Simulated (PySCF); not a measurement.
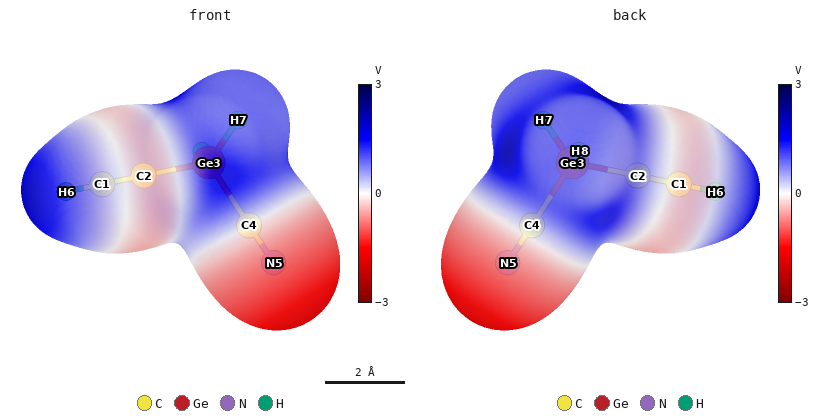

Figure. C₃H₃GeN (SMILES C#[C][GeH2][C]#N). The electrostatic potential painted on the density surface at 0.002 e/bohr³, seen from the front and from behind; the colour scale runs from red (negative) to blue (positive).

Geometry: GFN2-xTB.

Computed with CAM-B3LYP/def2-SVPD, SCF density, gas phase (PySCF).

```xyz
8

C     2.2678    0.2669   -0.3651
C     1.1498   -0.0768   -0.0830
Ge   -0.6147   -0.6017    0.3531
C    -1.7781    0.8088   -0.2118
N    -2.4826    1.6465   -0.5456
H     3.2492    0.5620   -0.6085
H    -0.7760   -0.7602    1.8322
H    -1.0064   -1.8362   -0.3957
```

Q: Where is the surface potential most negative and most positive?

A: The most negative region (about −1.8 V) lies over N5, the most positive (about +2.0 V) over Ge3. N5 is the likeliest acceptor of a hydrogen bond.

Q: How polar is the molecule by this calculation?

A: Its dipole moment is 3.94 D.
